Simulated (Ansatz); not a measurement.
## Geometry relaxation, with input and output: C3H8N2Si (part 1 of 2)

C3H8N2Si, computed with RKS B3LYP-D4/STO-3G (Ansatz 0.2.0).

It belongs to a series of runs on one base structure; here: end point B relaxed. Figures and captions count atoms from 1; the log counts them from 0 in places.

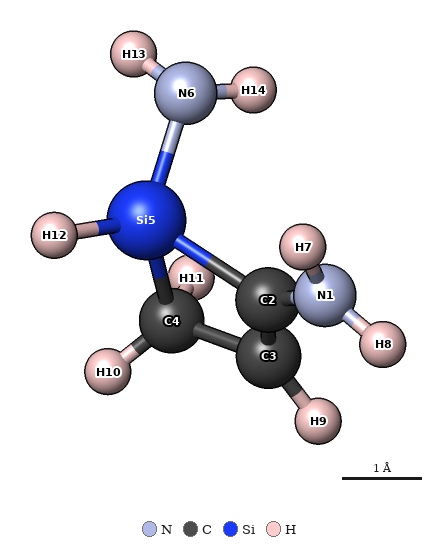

*The structure as given in the input (ball-and-stick view, seen at a tilt; atoms are numbered from 1 in the order of the input).*

Key numbers:

```tsv
quantity	value
outcome	converged
total energy	−13929.2218 eV
mean-field energy	−13928.7059 eV
largest force (length of the vector) at the end	0.008 eV/Å
hardware	1 thread of Arm Neoverse V1, 24 GiB of memory available, shared host
wall time	46 s
peak memory	0.13 GiB
```

Input file:
```yaml
crystal:
  periodic: [false, false, false]
  atoms:
    - { symbol: "N", position_ang: [0.423, 0.4101, -1.9468] }
    - { symbol: C, position_ang: [0.4733, -0.0115, -0.7414] }
    - { symbol: C, position_ang: [1.0415, -1.038, -0.11] }
    - { symbol: C, position_ang: [0.7071, -0.8449, 1.363] }
    - { symbol: Si, position_ang: [-0.3335, 0.6515, 0.8781] }
    - { symbol: "N", position_ang: [-2.0124, 0.5489, 0.6651] }
    - { symbol: H, position_ang: [-0.0393, 1.3444, -2.1867] }
    - { symbol: H, position_ang: [0.9482, 0.0875, -2.741] }
    - { symbol: H, position_ang: [1.7129, -1.8134, -0.4687] }
    - { symbol: H, position_ang: [1.4476, -0.6624, 2.0992] }
    - { symbol: H, position_ang: [0.0165, -1.6703, 1.797] }
    - { symbol: H, position_ang: [0.1498, 2.0335, 1.2373] }
    - { symbol: H, position_ang: [-2.46575, 0.55339, 1.58562] }
    - { symbol: H, position_ang: [-2.25283, -0.36175, 0.30318] }
basis:
  gaussian: { orbitals: STO-3G }
hamiltonian:
  xc: b3lyp
  dispersion: d4
relax:
  f_tol: 0.015
  max_steps: 40
```

Command:
```bash
ansatz run input.yaml --threads 1 --pin off --max-ram 2048MiB --backend cpu --events-out ev --progress --plain --runs-dir out
```

Output:
```
The last accepted step is kept in [file] (removed where the run ends without a failure and the disk answers)
Engine: ansatz 0.2.0, aarch64-unknown-linux-gnu
Functional definition: B3LYP
  parameter a0 = 0.2
  parameter ax = 0.72
  parameter ac = 0.81
  exchange = (1 - a0 - ax)*slater_x + ax*b88_x + a0*exact_x
  correlation = (1 - ac)*vwn_rpa_c + ac*lyp_c
615 factors; integrals over basis functions are off by at most 1.5e-5 eV
mean field evaluation 1: about -13925.4244 eV, gradient 2.5e1 eV
mean field evaluation 2: about -13925.7182 eV, gradient 2.4e1 eV
mean field evaluation 4: about -13927.4643 eV, gradient 1.7e0 eV
mean field evaluation 8: about -13927.3990 eV, gradient 5.7e-2 eV
mean field -13927.39901298 eV, -511.8224733971 hartree, gradient 4.3e-5 eV, S^2 0.000000; 0 other end points of the search recorded, 0 dependent functions left out
the calculation of the forces begins
reference -13927.39924007 eV, -511.8224817421 hartree; 27, 27 occupied and 15, 15 virtual orbitals, 615 factors
relax step   1: F+E_penalty+E_count = -13927.93736437 eV  Δ(F+E_penalty+E_count) = +0.000e0 eV  max|allowed force component| = 7.228e0 eV/Å  Δτ_max = 0.0000 Å  (24 SCF iters, accepted)
these checks for a lower state are left out or cut short: starts, cluster_reference, orbital_swaps, neighbouring_geometries, increment
615 factors; integrals over basis functions are off by at most 1.7e-5 eV
mean field evaluation 16: about -13928.2585 eV, gradient 7.9e0 eV
mean field -13928.49264914 eV, -511.8626637845 hartree, gradient 9.3e-6 eV, S^2 0.000000; 0 other end points of the search recorded, 0 dependent functions left out
[... from here on the field's lines of each further geometry are left out, up to the last ...]
relax step   2: F+E_penalty+E_count = -13929.01339253 eV  Δ(F+E_penalty+E_count) = -1.076e0 eV  max|allowed force component| = 2.096e0 eV/Å  Δτ_max = 0.1789 Å  (27 SCF iters, accepted)
relax step   3: F+E_penalty+E_count = -13929.10724055 eV  Δ(F+E_penalty+E_count) = -9.385e-2 eV  max|allowed force component| = 6.607e-1 eV/Å  Δτ_max = 0.1128 Å  (27 SCF iters, accepted)
relax step   4: F+E_penalty+E_count = -13929.15190296 eV  Δ(F+E_penalty+E_count) = -4.466e-2 eV  max|allowed force component| = 6.440e-1 eV/Å  Δτ_max = 0.1693 Å  (32 SCF iters, accepted)
relax step   5: F+E_penalty+E_count = -13929.20567064 eV  Δ(F+E_penalty+E_count) = -5.377e-2 eV  max|allowed force component| = 4.182e-1 eV/Å  Δτ_max = 0.1007 Å  (27 SCF iters, accepted)
relax step   6: F+E_penalty+E_count = -13929.18566784 eV  Δ(F+E_penalty+E_count) = +2.000e-2 eV  max|allowed force component| = 8.998e-1 eV/Å  Δτ_max = 0.1765 Å  (27 SCF iters, rejected (line search))
relax step   7: F+E_penalty+E_count = -13929.21900608 eV  Δ(F+E_penalty+E_count) = -1.334e-2 eV  max|allowed force component| = 2.737e-1 eV/Å  Δτ_max = 0.0853 Å  (27 SCF iters, accepted)
relax step   8: F+E_penalty+E_count = -13929.21664247 eV  Δ(F+E_penalty+E_count) = +2.364e-3 eV  max|allowed force component| = 1.658e-1 eV/Å  Δτ_max = 0.0633 Å  (27 SCF iters, rejected (line search))
relax step   9: F+E_penalty+E_count = -13929.22100250 eV  Δ(F+E_penalty+E_count) = -1.996e-3 eV  max|allowed force component| = 7.589e-2 eV/Å  Δτ_max = 0.0316 Å  (27 SCF iters, accepted)
relax step  10: F+E_penalty+E_count = -13929.22119999 eV  Δ(F+E_penalty+E_count) = -1.975e-4 eV  max|allowed force component| = 4.528e-2 eV/Å  Δτ_max = 0.0238 Å  (27 SCF iters, accepted)
relax step  11: F+E_penalty+E_count = -13929.22158018 eV  Δ(F+E_penalty+E_count) = -3.802e-4 eV  max|allowed force component| = 2.015e-2 eV/Å  Δτ_max = 0.0146 Å  (28 SCF iters, accepted)
the calculation of the forces begins
reference -13928.70590037 eV, -511.8705006225 hartree; 27, 27 occupied and 15, 15 virtual orbitals, 615 factors
relax step  12: F+E_penalty+E_count = -13929.22161624 eV  Δ(F+E_penalty+E_count) = -3.606e-5 eV  max|allowed force component| = 7.959e-3 eV/Å  Δτ_max = 0.0020 Å  (20 SCF iters, accepted)
615 factors; integrals over basis functions are off by at most 2.6e-5 eV
mean field evaluation 96: about -13927.0401 eV, gradient 2.4e1 eV
```

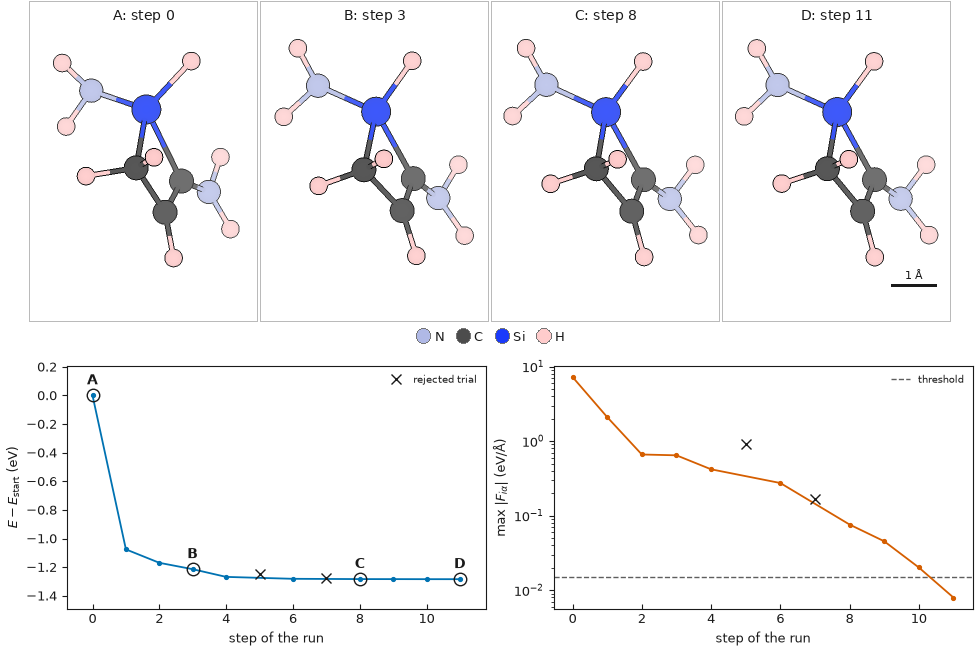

*Frames of the relaxation (ball-and-stick view, seen at a tilt) above the curves, on which the letters mark them (the first geometry is step 0 here and step 1 in the log).*

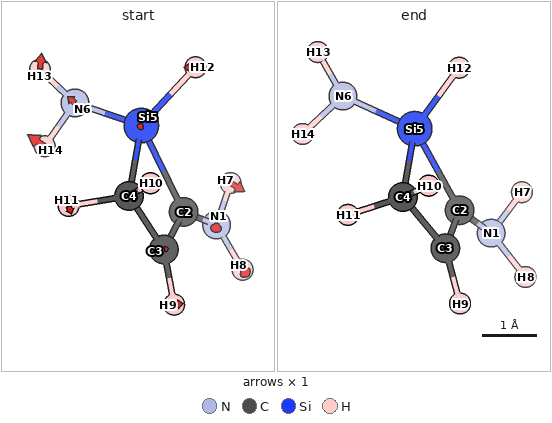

*Before (left) and after (right) the relaxation, at one scale (ball-and-stick view, seen at a tilt). The red arrows give the displacements, at true length.*

The atom that moves furthest after the best rigid fit is H14 (0.42 Å). Largest moves by element: H 0.42 Å, N 0.26 Å, Si 0.12 Å, C 0.11 Å. Distances before and after: N1–C2 1.278 → 1.439 Å, C2–Si5 1.927 → 1.862 Å, Si5–N6 1.695 → 1.755 Å, Si5–H12 1.507 → 1.449 Å. Among the angles that change: C2–N1–H8 128.2° → 111.0°, C2–N1–H7 121.1° → 111.1°, C2–Si5–N6 106.7° → 116.4°. Over 11 geometry steps the energy falls by 1.284 eV. The largest force component goes from 7.2 to 0.008 eV/Å. The line search rejected the trial steps at points 5, 7 (counted from 0) and went back. (Atoms are counted from 1 in the order of the input.)

```
mean field -13928.70567116 eV, -511.8704921993 hartree, gradient 1.5e-5 eV, S^2 0.000000; 1 other end points of the search recorded, 0 dependent functions left out
the calculation of the forces begins
reference -13928.70590037 eV, -511.8705006225 hartree; 27, 27 occupied and 15, 15 virtual orbitals, 615 factors
Total energy: -13929.22184545 eV, -511.8894612547 hartree
Atom 0 at     0.343712     0.323622    -2.176125 Å, force    -0.001716    -0.000818     0.002245 eV/Å
Atom 1 at     0.429874     0.025291    -0.771126 Å, force    -0.000477     0.003917    -0.002205 eV/Å
Atom 2 at     1.110128    -0.964610    -0.132939 Å, force    -0.005252    -0.003393    -0.001702 eV/Å
Atom 3 at     0.671224    -0.878047     1.347783 Å, force     0.007959     0.001186     0.002719 eV/Å
Atom 4 at    -0.395122     0.599023     0.796819 Å, force    -0.002406    -0.004278    -0.004055 eV/Å
Atom 5 at    -2.149555     0.558359     0.815411 Å, force     0.003264    -0.001628     0.002630 eV/Å
Atom 6 at     0.259845     1.359327    -2.339029 Å, force     0.000755     0.002647    -0.001934 eV/Å
Atom 7 at     1.206148    -0.001830    -2.684925 Å, force     0.002187    -0.000631    -0.001547 eV/Å
Atom 8 at     1.824406    -1.687929    -0.549255 Å, force    -0.000830     0.000759     0.000459 eV/Å
Atom 9 at     1.492300    -0.675736     2.054880 Å, force     0.000358    -0.000969     0.003684 eV/Å
Atom 10 at     0.131613    -1.771727     1.702527 Å, force    -0.000041     0.001826     0.000202 eV/Å
Atom 11 at    -0.011450     1.893990     1.322491 Å, force     0.000229    -0.000821     0.001160 eV/Å
Atom 12 at    -2.554614     0.836582     1.740404 Å, force    -0.003266     0.000160    -0.002324 eV/Å
Atom 13 at    -2.542390    -0.389277     0.606983 Å, force    -0.000764     0.002044     0.000667 eV/Å
Dipole moment:     0.086874     0.139915     0.173024 e Å
```

Trajectory as extended XYZ (Å, eV, eV/Å), 12 frames, from step=1 to step=12:
```
14
Properties=species:S:1:pos:R:3:forces:R:3 step=1 energy=-13927.93736
N     0.4230    0.4101   -1.9468   -2.0614   4.9345  -7.0881
C     0.4733   -0.0115   -0.7414   -1.0227  -0.2734   7.2278
C     1.0415   -1.0380   -0.1100    1.3308  -1.0657   1.1037
C     0.7071   -0.8449    1.3630   -3.5563  -1.9284   0.8987
Si   -0.3335    0.6515    0.8781    3.8815   0.9725  -2.1015
N    -2.0124    0.5489    0.6651   -1.2231   1.5365   0.5324
H    -0.0393    1.3444   -2.1867    0.5001  -1.3209   0.5542
H     0.9482    0.0875   -2.7410    1.1855  -1.1062  -1.1409
H     1.7129   -1.8134   -0.4687    0.1339  -0.2376  -0.3183
H     1.4476   -0.6624    2.0992    1.7538   0.1309   0.8932
H     0.0165   -1.6703    1.7970    1.2985   1.0140  -0.5756
H     0.1498    2.0335    1.2373   -0.7380  -1.1662   0.0496
H    -2.4657    0.5534    1.5856   -0.9872   0.3289   0.9651
H    -2.2528   -0.3618    0.3032   -0.4955  -1.8188  -1.0002
14
Properties=species:S:1:pos:R:3:forces:R:3 step=2 energy=-13929.01339
N     0.4610    0.4247   -2.0706   -0.2802   0.8606  -2.0816
C     0.4984    0.0204   -0.7620   -0.2450   0.0285   2.0957
C     1.1186   -0.9852   -0.0818    0.1824  -0.3193   0.0066
C     0.6566   -0.8777    1.3891   -0.5496  -0.2207   0.0928
Si   -0.3219    0.6508    0.8104    0.6723  -0.0711  -0.0760
N    -2.0643    0.5876    0.7562   -0.5481   0.0628   0.0701
H    -0.0427    1.2932   -2.3512    0.1028  -0.2527   0.3515
H     1.0442    0.0526   -2.8445    0.1877  -0.3267   0.3474
H     1.7997   -1.7606   -0.4445    0.0729  -0.0237  -0.2068
H     1.4493   -0.7269    2.1331    0.2762   0.1308   0.0028
H     0.0549   -1.7492    1.7546    0.2401   0.4716  -0.3462
H     0.0580    1.9587    1.3496   -0.0689  -0.3317  -0.1303
H    -2.5126    0.6798    1.7033    0.0722   0.0292  -0.1541
H    -2.3832   -0.3411    0.3922   -0.1148  -0.0375   0.0281
```
